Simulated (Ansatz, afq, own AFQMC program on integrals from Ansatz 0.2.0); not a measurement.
# CH₃Ge (doublet): AFQMC on the coupled-cluster ladder at scale of all distances = 1.000, cc-pVDZ

How near does AFQMC come to the top of the ladder for CH₃Ge (doublet)?

Method: cc-pVDZ, frozen cores; program: Ansatz 0.2.0, Gaussian basis, and an in-house AFQMC program (afq) on its integrals; all values are calculated.

To be run: PBE (unrestricted); r2SCAN (unrestricted); PBE0 (unrestricted); B3LYP (unrestricted); wB97M-V (unrestricted); B2PLYP (unrestricted); CCSD(T) on UHF; Phaseless AFQMC, CISD trial on UHF; Phaseless AFQMC, single-determinant trial on UHF; Free-projection AFQMC, CISD trial on UHF.

## (1) What is computed

The geometry derives from a PBE0/def2-TZVP stationary point (not a proven minimum). All distances are scaled together. No spin-orbit coupling is included. The filled d shell of Ge may be among the frozen orbitals whatever the setting's name suggests; the logs give the count.

5 atoms, charge 0, spin multiplicity 2.

Atoms are counted from 1 here; the program's logs count them from 0.

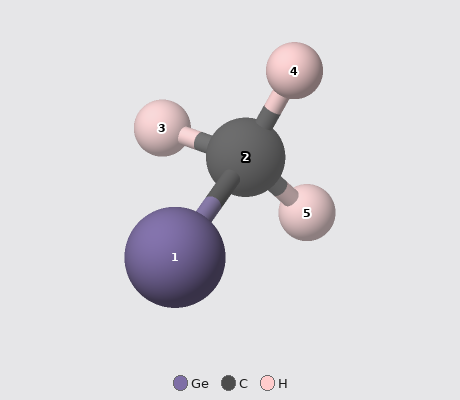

The geometry (germanium purple, carbon dark grey, hydrogen pink); atoms are numbered from 1 in the order of the file.

## (2) PBE (unrestricted)

Input file in.yaml:

```yaml
crystal:
  periodic: [false, false, false]
  atoms:
    - {symbol: Ge, position_ang: [0.000048, 0.000000, 0.354437]}
    - {symbol: C, position_ang: [0.010265, 0.000000, -1.634875]}
    - {symbol: H, position_ang: [-1.051269, -0.000009, -1.923563]}
    - {symbol: H, position_ang: [0.462733, 0.894528, -2.069318]}
    - {symbol: H, position_ang: [0.462748, -0.894520, -2.069318]}
basis:
  gaussian: {orbitals: cc-pVDZ}
magnetization: {spin_polarized: true, initial_magnetization: 1}
hamiltonian: {xc: {name: PBE}}
output: {orbitals: {seedname: orbitals}}
```

Launch:

```
> ansatz run in.yaml --threads 1 --pin off --events-out ev --progress --plain --max-ram 1382MiB
```

What it wrote:

```text
Functional definition: PBE
  name "PBE"
  cite "Perdew, Burke & Ernzerhof, Phys. Rev. Lett. 77, 3865 (1996) doi:10.1103/PhysRevLett.77.3865"
  parent pbe
  parameter kappa = 0.804
  parameter beta = 0.06672455060314922
  exchange = pbe_x(kappa = kappa, mu = beta*pi^2/3)
  correlation = pbe_c(beta = beta)
729 factors; their error is unknown
mean field evaluation 1: about -57583.6686 eV, gradient 3.9e1 eV
mean field evaluation 2: about -57553.7355 eV, gradient 7.2e1 eV
mean field evaluation 4: about -57591.3555 eV, gradient 3.3e0 eV
mean field evaluation 8: about -57591.4357 eV, gradient 6.5e-2 eV
mean field evaluation 16: about -57591.4239 eV, gradient 2.8e-5 eV
mean field evaluation 32: about -57591.3698 eV, gradient 2.4e-1 eV
mean field -57591.42391100 eV, -2116.4457918600 hartree, gradient 7.0e-6 eV, S^2 0.752398; 4 other end points of the search recorded, 0 dependent functions left out
reference -57591.42393890 eV, -2116.4457928855 hartree; 21, 20 occupied and 35, 36 virtual orbitals, 729 factors
Total energy: -57591.42393890 eV, -2116.4457928855 hartree
```

Run time: 4.5 s. Hardware: 1 thread of Intel Xeon 6975P-C (Granite Rapids), shared host.

From the report: ⟨S²⟩ of the determinant 0.752 (pure doublet: 0.75).

## (3) r2SCAN (unrestricted)

Edit in.yaml of step 2 so:

```diff
@@ -11,3 +11,2 @@
 magnetization: {spin_polarized: true, initial_magnetization: 1}
-hamiltonian: {xc: {name: PBE}}
-output: {orbitals: {seedname: orbitals}}
+hamiltonian: {xc: {name: r2SCAN}}
```

Launched as before.

What it wrote (excerpt; [...] marks lines left out):

```text
Functional definition: r2SCAN
  name "r2SCAN"
  cite "Furness, Kaplan, Ning, Perdew & Sun, J. Phys. Chem. Lett. 11, 8208 (2020) doi:10.1021/acs.jpclett.0c02405"
  cite "Furness, Kaplan, Ning, Perdew & Sun, J. Phys. Chem. Lett. 11, 9248 (2020) doi:10.1021/acs.jpclett.0c03077"
  parent r2scan
[...]
729 factors; their error is unknown
[...]
mean field -57600.53190430 eV, -2116.7805044403 hartree, gradient 8.4e-6 eV, S^2 0.755292; 6 other end points of the search recorded, 0 dependent functions left out
reference -57600.53191355 eV, -2116.7805047801 hartree; 21, 20 occupied and 35, 36 virtual orbitals, 729 factors
Total energy: -57600.53191355 eV, -2116.7805047801 hartree
```

Run time: 9.5 s. Hardware: 1 thread of Intel Xeon 6975P-C (Granite Rapids), shared host.

From the report: ⟨S²⟩ of the determinant 0.755 (pure doublet: 0.75).

## (4) PBE0 (unrestricted)

Edit in.yaml of step 3 so:

```diff
@@ -11,2 +11,3 @@
 magnetization: {spin_polarized: true, initial_magnetization: 1}
-hamiltonian: {xc: {name: r2SCAN}}
+hamiltonian: {xc: {name: PBE0}}
+output: {orbitals: {seedname: orbitals}}
```

Launched as before.

What it wrote (excerpt; [...] marks lines left out):

```text
Functional definition: PBE0
  name "PBE0"
  cite "Adamo & Barone, J. Chem. Phys. 110, 6158 (1999) doi:10.1063/1.478522"
  cite "Perdew, Burke & Ernzerhof, Phys. Rev. Lett. 77, 3865 (1996) doi:10.1103/PhysRevLett.77.3865"
  parent pbe
[...]
589 factors; integrals over basis functions are off by at most 9.8e-4 eV
[...]
mean field -57593.14063924 eV, -2116.5088804591 hartree, gradient 8.7e-6 eV, S^2 0.753665; 1 other end points of the search recorded, 0 dependent functions left out
reference -57593.14066060 eV, -2116.5088812443 hartree; 21, 20 occupied and 35, 36 virtual orbitals, 589 factors
Total energy: -57593.14066060 eV, -2116.5088812443 hartree
```

Run time: 3.6 s. Hardware: 1 thread of Intel Xeon 6975P-C (Granite Rapids), shared host.

From the report: ⟨S²⟩ of the determinant 0.754 (pure doublet: 0.75).

## (5) B3LYP (unrestricted)

Edit in.yaml of step 4 so:

```diff
@@ -11,3 +11,2 @@
 magnetization: {spin_polarized: true, initial_magnetization: 1}
-hamiltonian: {xc: {name: PBE0}}
-output: {orbitals: {seedname: orbitals}}
+hamiltonian: {xc: {name: B3LYP}}
```

Launched as before.

What it wrote (excerpt; [...] marks lines left out):

```text
Functional definition: B3LYP
  name "B3LYP"
  cite "Stephens, Devlin, Chabalowski & Frisch, J. Phys. Chem. 98, 11623 (1994) doi:10.1021/j100096a001"
  cite "Becke, Phys. Rev. A 38, 3098 (1988) doi:10.1103/PhysRevA.38.3098"
  cite "Lee, Yang & Parr, Phys. Rev. B 37, 785 (1988) doi:10.1103/PhysRevB.37.785"
  cite "Vosko, Wilk & Nusair, Can. J. Phys. 58, 1200 (1980) doi:10.1139/p80-159"
[...]
589 factors; integrals over basis functions are off by at most 9.8e-4 eV
[...]
mean field -57603.01149277 eV, -2116.8716276359 hartree, gradient 8.3e-6 eV, S^2 0.752371; 4 other end points of the search recorded, 0 dependent functions left out
reference -57603.01167622 eV, -2116.8716343773 hartree; 21, 20 occupied and 35, 36 virtual orbitals, 589 factors
Total energy: -57603.01167622 eV, -2116.8716343773 hartree
```

It took 6.5 s on 1 thread of Intel Xeon 6975P-C (Granite Rapids), shared host.

From the report: ⟨S²⟩ of the determinant 0.752 (pure doublet: 0.75).

## (6) wB97M-V (unrestricted)

Edit in.yaml of step 5 so:

```diff
@@ -11,2 +11,3 @@
 magnetization: {spin_polarized: true, initial_magnetization: 1}
-hamiltonian: {xc: {name: B3LYP}}
+hamiltonian: {xc: {name: wB97M-V}}
+output: {orbitals: {seedname: orbitals}}
```

Launched as before.

What it wrote (excerpt; [...] marks lines left out):

```text
Functional definition: wB97M-V
  name "wB97M-V"
  cite "Mardirossian & Head-Gordon, J. Chem. Phys. 144, 214110 (2016) doi:10.1063/1.4952647"
  cite "Becke, J. Chem. Phys. 107, 8554 (1997) doi:10.1063/1.475007"
  cite "Vydrov & Van Voorhis, J. Chem. Phys. 133, 244103 (2010) doi:10.1063/1.3521275"
  # Of w^i u^j: cxij and so on, Table III.
[...]
  gx(w, u) = 1 - cx + cx01*u + cx10*w
  gss(w, u) = css00 + css04*u^4 + css10*w + css20*w^2 + css43*w^4*u^3
  gos(w, u) = cos00 + cos10*w + (cos20 + cos21*u)*w^2 + (cos60 + cos61*u)*w^6
[...]
      + integral(e_c_pw_mod_opposite_spin*gos(b97_w_opposite, b97_u_opposite)) + vv10(b, c)
589 factors; integrals over basis functions are off by at most 9.8e-4 eV
181 factors; integrals over basis functions are off by at most 4.3e-6 eV
[...]
mean field -57597.77827610 eV, -2116.6793104702 hartree, gradient 7.9e-6 eV, S^2 0.752454; 1 other end points of the search recorded, 0 dependent functions left out
reference -57597.77830695 eV, -2116.6793116039 hartree; 21, 20 occupied and 35, 36 virtual orbitals, 589 factors
Total energy: -57597.77830695 eV, -2116.6793116039 hartree
```

Run time: 11 s. Hardware: 1 thread of Intel Xeon 6975P-C (Granite Rapids), shared host; peak memory 0.26 GiB.

From the report: ⟨S²⟩ of the determinant 0.752 (pure doublet: 0.75).

## (7) B2PLYP (unrestricted)

Edit in.yaml of step 6 so:

```diff
@@ -11,3 +11,3 @@
 magnetization: {spin_polarized: true, initial_magnetization: 1}
-hamiltonian: {xc: {name: wB97M-V}}
-output: {orbitals: {seedname: orbitals}}
+hamiltonian: {xc: {name: B2PLYP}}
+correlation: {electrons: outside_noble_gas}
```

The command is unchanged.

What it wrote (excerpt; [...] marks lines left out):

```text
Functional definition: B2PLYP
  name "B2PLYP"
  cite "Grimme, J. Chem. Phys. 124, 034108 (2006) doi:10.1063/1.2148954"
  cite "Becke, Phys. Rev. A 38, 3098 (1988) doi:10.1103/PhysRevA.38.3098"
  cite "Lee, Yang & Parr, Phys. Rev. B 37, 785 (1988) doi:10.1103/PhysRevB.37.785"
[...]
589 factors; integrals over basis functions are off by at most 9.8e-4 eV
[...]
mean field -57587.06708279 eV, -2116.2856813763 hartree, gradient 5.8e-8 eV, S^2 0.754986; 4 other end points of the search recorded, 0 dependent functions left out
15 core orbitals not correlated: weight in the atoms' cores, before any rotation towards them, 0.999 or more for the frozen orbitals, at most 0.001 for the correlated occupied ones
reference -57587.06720041 eV, -2116.2856856990 hartree; 6, 5 occupied and 35, 36 virtual orbitals, 589 factors
second order -6.94754326 eV of doubles, -0.00000000 eV of singles
Total energy: -57588.94303709 eV, -2116.3546214255 hartree
```

Run time: 3.9 s. Hardware: 1 thread of Intel Xeon 6975P-C (Granite Rapids), shared host.

From the report: ⟨S²⟩ of the determinant 0.755 (pure doublet: 0.75).

## (8) CCSD(T) on UHF

Edit in.yaml of step 7 so:

```diff
@@ -11,3 +11,2 @@
 magnetization: {spin_polarized: true, initial_magnetization: 1}
-hamiltonian: {xc: {name: B2PLYP}}
-correlation: {electrons: outside_noble_gas}
+correlation: {method: ccsd_t, electrons: outside_noble_gas, hamiltonian_folder: ham}
```

The command is unchanged.

What it wrote (excerpt; [...] marks lines left out):

```text
Functional definition: HF
  name "HF"
  cite "Fock, Z. Phys. 61, 126 (1930) doi:10.1007/BF01340294"
  parent pbe
[...]
589 factors; integrals over basis functions are off by at most 9.8e-4 eV
[...]
mean field -57549.52505494 eV, -2114.9060373001 hartree, gradient 4.9e-8 eV, S^2 0.762885; 12 other end points of the search recorded, 0 dependent functions left out
determinant -57549.52505494 eV, -2114.9060373001 hartree, with singles and doubles -57556.01665981 eV, -2115.1445993786 hartree
determinant -57549.46634970 eV, -2114.9038799220 hartree, with singles and doubles -57555.95841067 eV, -2115.1424587623 hartree
determinant -57547.16670062 eV, -2114.8193693771 hartree, with singles and doubles -57553.26327748 eV, -2115.0434144446 hartree
determinant -57547.11379349 eV, -2114.8174250762 hartree, with singles and doubles -57553.42045974 eV, -2115.0491907858 hartree
determinant -57547.09970345 eV, -2114.8169072765 hartree, with singles and doubles -57553.32462861 eV, -2115.0456690570 hartree
determinant -57549.52505494 eV, -2114.9060373001 hartree, with singles and doubles -57556.01664333 eV, -2115.1445987733 hartree
determinant -57549.46634970 eV, -2114.9038799220 hartree, with singles and doubles -57555.95827224 eV, -2115.1424536751 hartree
15 core orbitals not correlated: weight in the atoms' cores, before any rotation towards them, 0.999 or more for the frozen orbitals, at most 0.000 for the correlated occupied ones
reference -57549.52505494 eV, -2114.9060373001 hartree; 6, 5 occupied and 35, 36 virtual orbitals, 589 factors
second order -5.59755245 eV of doubles, -0.00000000 eV of singles
cycle   1  -6.49159237 eV  change   -4.0e-6 eV  update   3.3e-6
perturbative correction -0.17297310 eV, -0.0063566442 hartree
Total energy: -57556.18962041 eV, -2115.1509555635 hartree
```

It took 11 s on 1 thread of Intel Xeon 6975P-C (Granite Rapids), shared host.

From the report: ⟨S²⟩ of the determinant 0.763 (pure doublet: 0.75); correlation -6.6646 eV; T1 0.012; largest double amplitude 0.06.

This run also writes the integrals to the folder ham.

## (9) Phaseless AFQMC, CISD trial on UHF

It reads the integrals that the CCSD(T) run on this determinant wrote.

Launch:

```
> afq ham --method phaseless --trial cisd --walkers 60 --populations 1 --least-time 40 --time-step 0.005 --steps-per-block 50 --equilibration-blocks 28 --max-blocks 300 --target-error 0.0004 --factor-cut 1e-05 --start spin_pure --seed 5219 --release-times 0.24,0.51,0.99,1.62,2.4 --release-step 0.03 --release-every 4 --taylor-order 6
```

What it wrote:

```text
orbitals 41  electrons 6 5  factors 334 of 589
reference energy -2114.90603730 Eh
CCSD correlation -0.23856158 Eh in 13 cycles, weight of the determinant in the CISD state 0.8818
energy of the start -2115.144154 Eh
 block  time / (1/Eh)  mean weight  energy / Eh
     1     0.250  1.0002  -2115.140931
     2     0.500  0.9978  -2115.141882
     3     0.750  1.0014  -2115.145031
     4     1.000  1.0008  -2115.147555
     5     1.250  1.0005  -2115.147918
     6     1.500  1.0003  -2115.145664
     7     1.750  0.9992  -2115.147970
     8     2.000  0.9994  -2115.153324
     9     2.250  1.0004  -2115.147288
    10     2.500  1.0010  -2115.153023
    13     3.250  1.0002  -2115.164905
    17     4.250  0.9991  -2115.159008
    21     5.250  0.9991  -2115.153765
    25     6.250  0.9993  -2115.151027
    29     7.250  1.0011  -2115.150076
    33     8.250  1.0031  -2115.145465
    37     9.250  0.9982  -2115.149637
    41    10.250  0.9972  -2115.147653
    45    11.250  1.0001  -2115.157494
    49    12.250  1.0006  -2115.148051
    53    13.250  0.9991  -2115.154579
    57    14.250  0.9987  -2115.148567
    61    15.250  1.0013  -2115.153150
    65    16.250  1.0009  -2115.151323
    69    17.250  0.9994  -2115.154098
    73    18.250  0.9998  -2115.151021
    77    19.250  1.0003  -2115.147482
    81    20.250  1.0002  -2115.152910
    85    21.250  0.9995  -2115.160463
    89    22.250  1.0003  -2115.150007
    93    23.250  1.0007  -2115.145665
    97    24.250  0.9993  -2115.149405
   101    25.250  1.0013  -2115.152907
   105    26.250  1.0000  -2115.151612
   109    27.250  0.9988  -2115.153509
   113    28.250  0.9989  -2115.151840
   117    29.250  1.0010  -2115.151717
   121    30.250  0.9994  -2115.147661
   125    31.250  0.9987  -2115.147354
   129    32.250  1.0017  -2115.155945
   133    33.250  1.0009  -2115.148960
   137    34.250  0.9994  -2115.145833
   141    35.250  1.0000  -2115.157917
   145    36.250  0.9983  -2115.153662
   149    37.250  0.9988  -2115.151280
   153    38.250  0.9983  -2115.146937
   157    39.250  1.0000  -2115.150994
   161    40.250  1.0010  -2115.153696
   165    41.250  1.0003  -2115.148238
   169    42.250  1.0009  -2115.150930
   173    43.250  1.0013  -2115.155153
   177    44.250  1.0009  -2115.153102
   181    45.250  1.0010  -2115.150211
   185    46.250  0.9995  -2115.151779
   189    47.250  1.0010  -2115.145778
   193    48.250  0.9977  -2115.148044
   197    49.250  0.9998  -2115.152241
blocks merged  error / Eh  count
     1  0.000273  170
     2  0.000332  85
     4  0.000394  42
     8  0.000347  21
    16  0.000328  10
released: time / (1/Eh)  energy / Eh  error  mean overlap
  0.24  -2115.151874  0.000480  1.0135
  0.51  -2115.151912  0.000469  1.0098
  0.99  -2115.151557  0.000580  1.0256
  1.62  -2115.151382  0.000437  1.0082
  2.40  -2115.151532  0.000732  1.0295
energy -2115.151317 +/- 0.000394 Eh
```

Wall time 6.8 min (1 thread of Intel Xeon 6975P-C (Granite Rapids), shared host).

Energy -57556.1994 ± 0.0107 eV. Caveats: constraint bias not in the error.

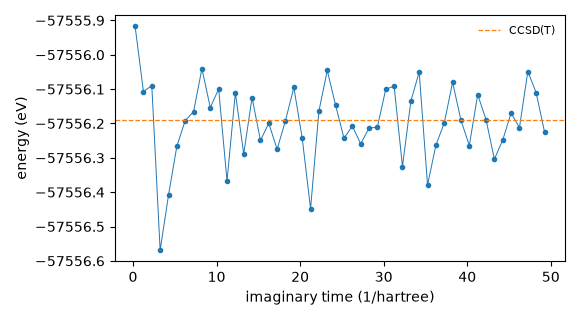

Block energies along the walk.

## (10) Phaseless AFQMC, single-determinant trial on UHF

It reads the integrals that the CCSD(T) run on this determinant wrote.

Launch:

```
> afq ham --method phaseless --trial hf --walkers 120 --populations 1 --least-time 40 --time-step 0.005 --steps-per-block 20 --equilibration-blocks 112 --max-blocks 600 --target-error 0.0012000000000000001 --factor-cut 1e-05 --start spin_pure --seed 9785 --taylor-order 6
```

What it wrote:

```text
orbitals 41  electrons 6 5  factors 334 of 589
reference energy -2114.90603730 Eh
CCSD correlation -0.23856158 Eh in 13 cycles, weight of the determinant in the CISD state 0.8818
energy of the start -2114.906177 Eh
 block  time / (1/Eh)  mean weight  energy / Eh
     1     0.100  1.0025  -2114.954950
     2     0.200  1.0009  -2114.989554
     3     0.300  1.0009  -2115.009369
     4     0.400  1.0010  -2115.042707
     5     0.500  1.0009  -2115.068784
     6     0.600  1.0004  -2115.071733
     7     0.700  1.0008  -2115.089884
     8     0.800  1.0005  -2115.091859
     9     0.900  1.0022  -2115.108489
    10     1.000  0.9987  -2115.106084
    18     1.800  1.0000  -2115.151901
    35     3.500  0.9977  -2115.142251
    52     5.200  1.0006  -2115.148740
    69     6.900  0.9998  -2115.150586
    86     8.600  0.9989  -2115.161847
   103    10.300  1.0015  -2115.182514
   120    12.000  0.9995  -2115.151590
   137    13.700  0.9970  -2115.141641
   154    15.400  0.9994  -2115.126985
   171    17.100  0.9996  -2115.168293
   188    18.800  0.9989  -2115.132220
   205    20.500  0.9999  -2115.120881
   222    22.200  0.9980  -2115.147114
   239    23.900  0.9989  -2115.186561
   256    25.600  0.9997  -2115.160015
   273    27.300  0.9988  -2115.165773
   290    29.000  1.0005  -2115.144818
   307    30.700  0.9985  -2115.155888
   324    32.400  1.0012  -2115.175772
   341    34.100  0.9993  -2115.133077
   358    35.800  1.0014  -2115.143914
   375    37.500  1.0014  -2115.149710
   392    39.200  1.0002  -2115.131852
   409    40.900  1.0007  -2115.149565
   426    42.600  1.0014  -2115.167424
   443    44.300  0.9981  -2115.151770
   460    46.000  1.0010  -2115.154852
   477    47.700  0.9977  -2115.143884
   494    49.400  1.0009  -2115.163957
   511    51.100  0.9970  -2115.103537
   528    52.800  1.0004  -2115.167789
   545    54.500  1.0009  -2115.139163
   562    56.200  0.9995  -2115.154156
   579    57.900  1.0006  -2115.155078
   596    59.600  1.0009  -2115.228681
   613    61.300  0.9988  -2115.149095
   630    63.000  0.9997  -2115.140335
   647    64.700  0.9979  -2115.134086
   664    66.400  0.9999  -2115.139922
   681    68.100  0.9981  -2115.155616
   698    69.800  0.9993  -2115.163664
blocks merged  error / Eh  count
     1  0.000720  600
     2  0.000964  300
     4  0.001276  150
     8  0.001604  75
    16  0.002052  37
    32  0.002148  18
    64  0.002189  9
energy -2115.151030 +/- 0.002148 Eh
```

Wall time 5.6 min (1 thread of Intel Xeon 6975P-C (Granite Rapids), shared host).

Energy -57556.1916 ± 0.0585 eV. Caveats: constraint bias not in the error; error above the target.

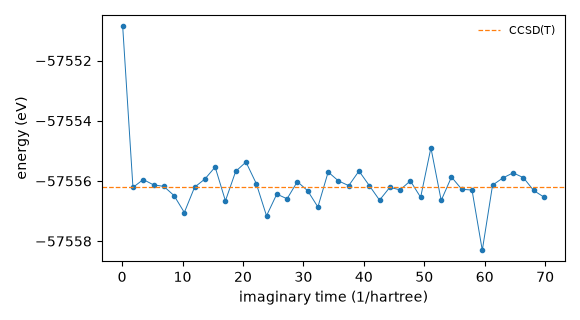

Block energies along the walk.

## (11) Free-projection AFQMC, CISD trial on UHF

It reads the integrals that the CCSD(T) run on this determinant wrote.

Launch:

```
> afq ham --method free --trial cisd --walkers 60 --time-step 0.03 --max-blocks 80 --target-error 0.0004 --factor-cut 1e-05 --seed 6715 --times 0,0.21,0.42,0.81,1.2,1.8,2.4,3 --taylor-order 8
```

What it wrote:

```text
orbitals 41  electrons 6 5  factors 334 of 589
reference energy -2114.90603730 Eh
CCSD correlation -0.23856158 Eh in 13 cycles, weight of the determinant in the CISD state 0.8818
repeat  energy at the last time / Eh  error
    10  -2115.152728  0.001160
    20  -2115.153471  0.000917
    30  -2115.153060  0.000716
    40  -2115.153629  0.000628
    50  -2115.153498  0.000545
    60  -2115.153440  0.000558
    70  -2115.153017  0.000497
    80  -2115.152861  0.000447
time / (1/Eh)  energy / Eh  error  mean overlap
  0.00  -2115.144931  0.000195  1.1363
  0.21  -2115.148156  0.000204  1.1386
  0.42  -2115.149663  0.000209  1.1415
  0.81  -2115.151457  0.000227  1.1339
  1.20  -2115.151497  0.000295  1.1362
  1.80  -2115.151838  0.000335  1.1283
  2.40  -2115.152633  0.000410  1.0990
  3.00  -2115.152861  0.000447  1.0659
energy -2115.152861 +/- 0.000447 Eh
```

Run time: 7.1 min. Hardware: 1 thread of Intel Xeon 6975P-C (Granite Rapids), shared host.

Energy -57556.2415 ± 0.0122 eV. Caveats: remainder of the start not in the error.

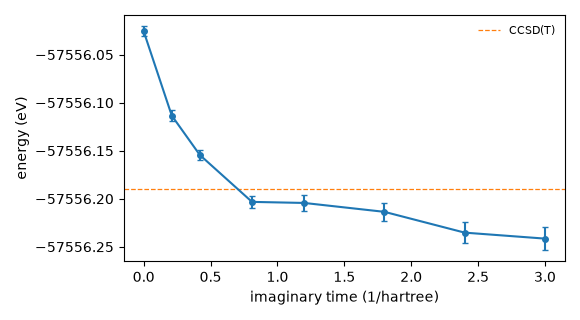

Energy against projection time, with error bars.

## (12) AFQMC on the ladder

On the UHF determinant, counted from CCSD(T) (a yardstick, not exact):

```tsv
level	energy (eV)	from CCSD(T) (kcal/mol)	statistical error (kcal/mol)	time
HF	-57549.5251	+153.69		
MP2	-57555.1226	+24.61		
CCSD	-57556.0166	+3.99		
CCSD(T)	-57556.1896	0.00		
Phaseless AFQMC, CISD trial, step 0.005, 60 walkers	-57556.1994	-0.23	0.25	6.8 min
Phaseless AFQMC, single-determinant trial, step 0.005, 120 walkers	-57556.1916	-0.05	1.35	5.6 min
Free-projection AFQMC, CISD trial, step 0.03, 60 walkers	-57556.2415	-1.20	0.28	7.1 min
```

The functionals' totals stand on their own zeros and serve differences with other points: PBE -57591.424 eV; r2SCAN -57600.532 eV; PBE0 -57593.141 eV; B3LYP -57603.012 eV; wB97M-V -57597.778 eV; B2PLYP -57588.943 eV.

## (13) Summary of results

```
                                                     quantity                  value
              Phaseless AFQMC, CISD trial on UHF from CCSD(T)  -0.23 ± 0.25 kcal/mol
Phaseless AFQMC, single-determinant trial on UHF from CCSD(T)  -0.05 ± 1.35 kcal/mol
        Free-projection AFQMC, CISD trial on UHF from CCSD(T)  -1.20 ± 0.28 kcal/mol
```

On UHF the phaseless walk with the CISD trial lies -0.23 kcal/mol from CCSD(T), within three error bars. Free projection has no constraint; at the last time it gives -1.20 ± 0.28 kcal/mol, and from a start that isn't spin pure other spins can mix in. Error bars are statistical and leave out the constraint, the time step and what remains of the start.
